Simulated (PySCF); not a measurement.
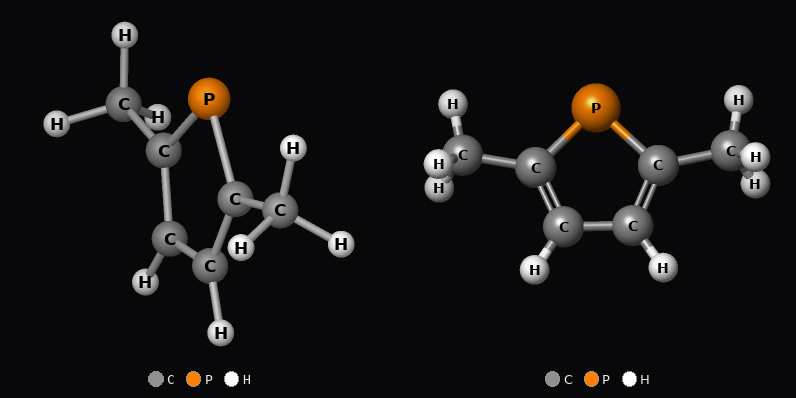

Both panels show the same species.

Charge −1, singlet. The computed structure is the end point of a GFN2-xTB optimisation. No frequency run is at hand to confirm it as a minimum.

**Which formula does it have?**

C6H8P(-), 15 atoms: 6 carbon, 8 hydrogen and 1 phosphorus.

**How many bonds of each kind are drawn?**

8 C–H, 5 C–C, 2 C–P.

More results for the same structure follow; atom numbers are the same in all pictures, views and colours differ.

## Geometry

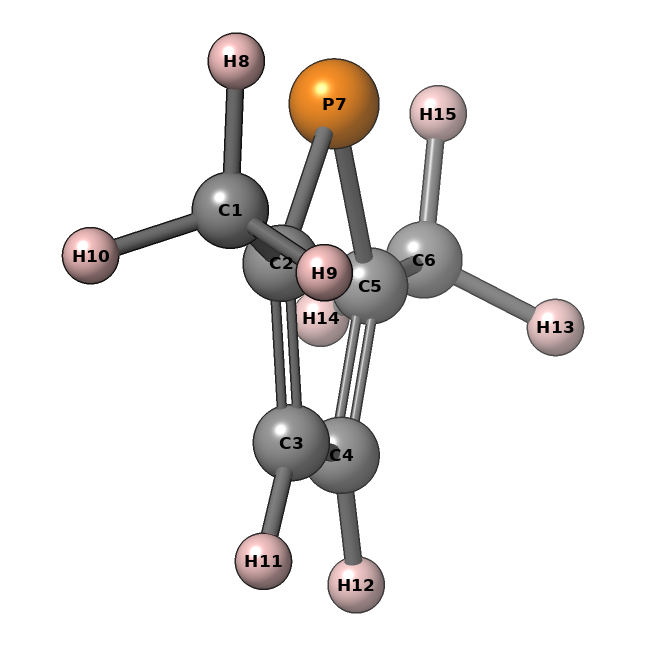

C6 lies behind C5. The molecule seen a little off the C5–C6 bond, C5 in front. Atoms fade into the background with distance from the viewer. No frequency run is at hand to confirm it as a minimum.

**What is the torsion angle P7–C5–C6–H13? The sign is positive where the front bond must turn clockwise to cover the back bond.**

120°, anticlinal.

## NMR shielding

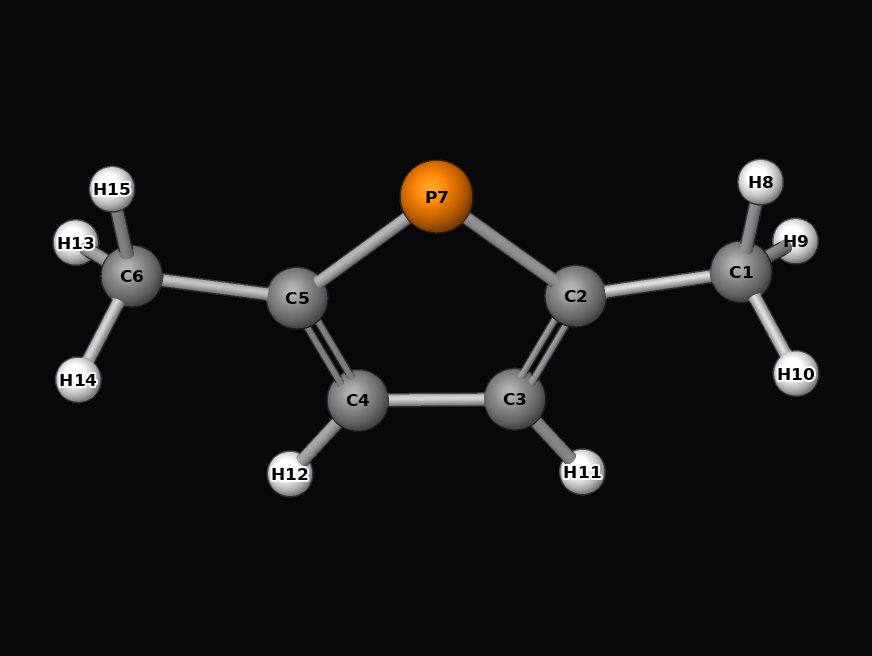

The questions are on isotropic NMR shieldings of the H atoms. No frequency run is at hand to confirm it as a minimum. Properties computed with GIAO PBE0/pcSseg-1 NMR shielding, non-relativistic, gas phase (PySCF 2.14.0).

List the isotropic NMR shieldings of the H atoms.

| atom | σ (ppm) |
| --- | --- |
| H8 | 29.58 |
| H9 | 29.11 |
| H10 | 29.08 |
| H11 | 25.17 |
| H12 | 25.17 |
| H13 | 29.10 |
| H14 | 29.09 |
| H15 | 29.59 |

## Electronic properties

No frequency run is at hand to confirm it as a minimum. Level of theory: PBE0/def2-SVPD, gas phase (PySCF 2.14.0).

**Estimate the mean static polarisability.**

110.4 bohr³.

**What is the HOMO energy (Kohn–Sham orbital)?**

−0.37 eV.

## Charges

The questions are on Hirshfeld charges. No frequency run is at hand to confirm it as a minimum. Level of theory: PBE0/pcSseg-1, gas phase (PySCF 2.14.0).

Give the Hirshfeld charges atom by atom.

```json
{"atom": "C1", "value (e)": "−0.15"}
{"atom": "C2", "value (e)": "−0.12"}
{"atom": "C3", "value (e)": "−0.15"}
{"atom": "C4", "value (e)": "−0.15"}
{"atom": "C5", "value (e)": "−0.12"}
{"atom": "C6", "value (e)": "−0.15"}
{"atom": "P7", "value (e)": "−0.23"}
{"atom": "H8", "value (e)": "0.02"}
{"atom": "H9", "value (e)": "0.01"}
{"atom": "H10", "value (e)": "0.01"}
{"atom": "H11", "value (e)": "0.00"}
{"atom": "H12", "value (e)": "0.00"}
{"atom": "H13", "value (e)": "0.01"}
{"atom": "H14", "value (e)": "0.01"}
{"atom": "H15", "value (e)": "0.02"}
```

The geometry is semi-empirical. Around P such bond lengths and angles can be off by a tenth of an ångström or more and by several degrees, and values that hang on the shape move with them.
